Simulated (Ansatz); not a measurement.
Generalised stacking fault of Al (fcc, Cu type) on the {111} plane. The cell below holds the perfect crystal with the plane normal along z; tilting its third vector by the shift puts one fault into each cell, between planes 2.33 Å apart, at fixed cell height.

```yaml
crystal:
  lattice:
    - [2.85670, 0.00000, 0.00000]
    - [1.42835, 2.47398, 0.00000]
    - [0.00000, 0.00000, 13.99493]
  atoms:
    - { symbol: Al, position: [0.00000, 0.00000, 0.91667] }
    - { symbol: Al, position: [0.66667, 0.66667, 0.08333] }
    - { symbol: Al, position: [0.33333, 0.33333, 0.25000] }
    - { symbol: Al, position: [0.00000, 0.00000, 0.41667] }
    - { symbol: Al, position: [0.66667, 0.66667, 0.58333] }
    - { symbol: Al, position: [0.33333, 0.33333, 0.75000] }
```

In-plane vectors a = (2.857, 0.000) Å, b = (1.428, 2.474) Å, area 7.07 Å². The shift is s times the vector a + b (length 4.948 Å), so s = 1 restores the start. Atoms relax along the normal only. γ = [E(shift) − E(0)] / area.

Method: PBE (plane waves to 420 eV, PAW, scalar-relativistic; Ansatz, an electronic-structure program). k mesh 16×16×3 (Γ-centred), Fermi-Dirac smearing 0.05 eV. Energies are extrapolated to zero smearing. Stress and pressure are positive under compression. With partly filled bands, the k mesh leaves noise in γ, roughly 0.02 J/m² as judged from a few cases. Faults lie only 14.0 Å apart, and holding the cell height raises γ above its relaxed value. Al was relaxed with its symmetry unable to fall. The PAW data are Ansatz's earlier set. γ is measured from zero shift.

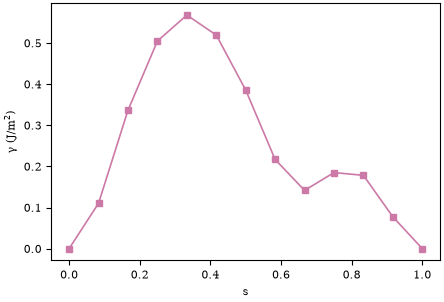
Figure. γ (J/m²) against s; one marker a computed point (the last repeats the first, one period on).

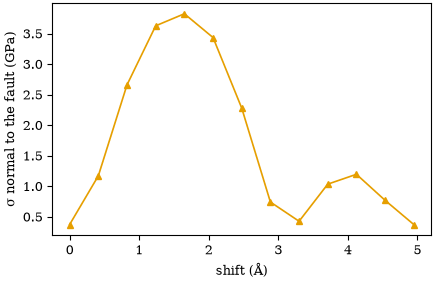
Figure. σ normal to the fault (GPa) against shift (Å); one marker a computed point (the last repeats the first, one period on).

The highest computed γ on the line is 0.57 J/m². The steepest slope dγ/d(shift) before the first maximum (spline) is 5.7 GPa and the γ at the intrinsic stacking fault, s = 0.667 comes out as 0.14 J/m². Position of the highest point: s = 0.333. Local minima between the ends: s = 0.667.

A slope of 1 mJ/m² per Å is 0.01 GPa.

(The slope of γ gives the shear force per area between the displaced halves; near zero shift its curvature is an elastic stiffness.)
